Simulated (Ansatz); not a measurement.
## Electronic structure of CH2Ge2 (charge +1, doublet) in real space

```xyz
5

C     0.3776    0.9206    1.3008
Ge   -0.0430    1.6584   -0.4916
Ge    2.1279    0.1041    0.8489
H     0.5655    1.7741    1.9866
H    -0.3788    0.2769    1.7799
```

Geometry: PBE0-D3(BJ)/pcseg-1.

Computed with Ansatz, isolated molecule in a Gaussian basis; Kohn-Sham density functional theory, functional PBE0.

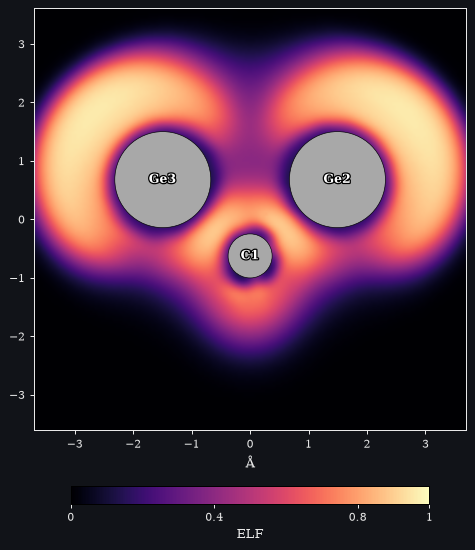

Figure 1. ELF on the plane of atoms Ge2, C1 and Ge3. Grey discs cover the atomic cores.

> What does the map show?

- The section cuts through C and Ge sites.
- C–Ge (1.98 Å): the ELF peaks at about 0.90 in the valence shell of C, 0.7 Å from its nucleus, and is about 0.65 at the midpoint.

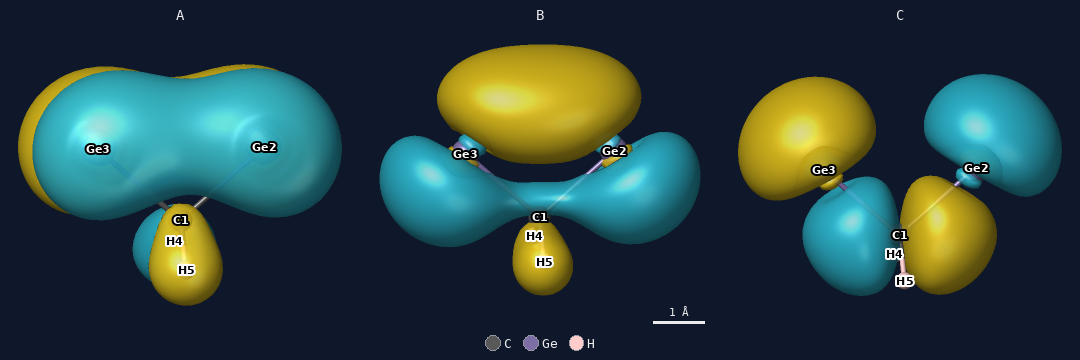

Figure 2. Three frontier orbitals at ±0.08 Å⁻³ᐟ² (yellow and cyan are the two phases), in no order.

> Which picture is the HOMO−1, the HOMO and the LUMO? All are α orbitals.

C is the HOMO−1 (α) (−12.49 eV). By Hirshfeld shares it lies mainly on C1 (about 30 %), Ge2 (about 30 %) and Ge3 (about 30 %). B is the HOMO (α) (−11.02 eV). By Hirshfeld shares it lies mainly on Ge2 (about 45 %), Ge3 (about 45 %) and C1 (about 10 %). A is the LUMO (α) (−8.50 eV). It lies mainly on Ge2 (about 45 %), Ge3 (about 45 %) and C1 (about 5 %).

> What is the gap between the highest occupied and lowest empty α orbitals?

2.52 eV between the orbital energies.

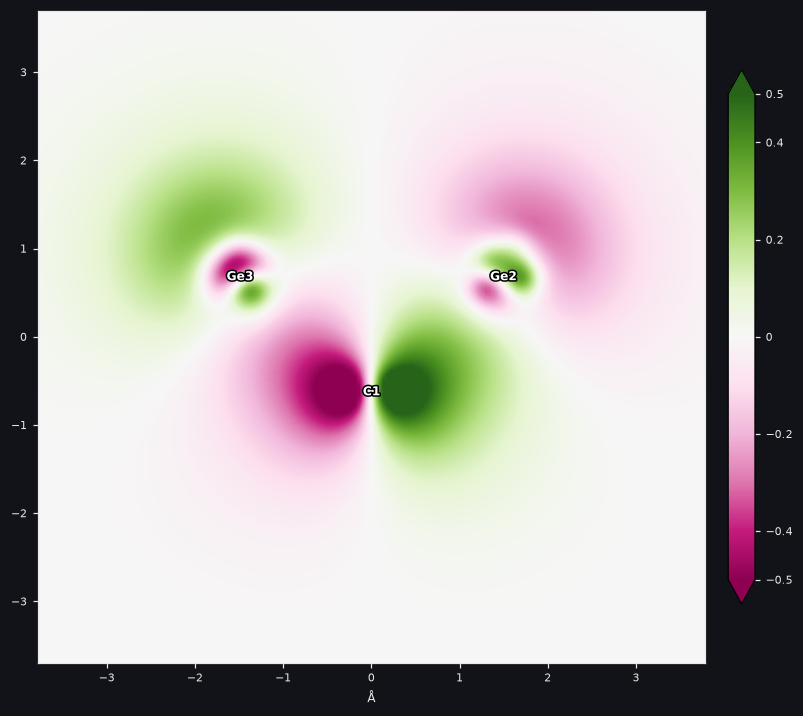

Figure 3. The HOMO (β) on the plane of atoms Ge2, C1 and Ge3 (values in Å⁻³ᐟ²; the overall sign is arbitrary).

> Describe this orbital and give its energy.

It lies mainly on C1 (about 35 %), Ge2 (about 30 %) and Ge3 (about 30 %). Its energy is −12.33 eV.
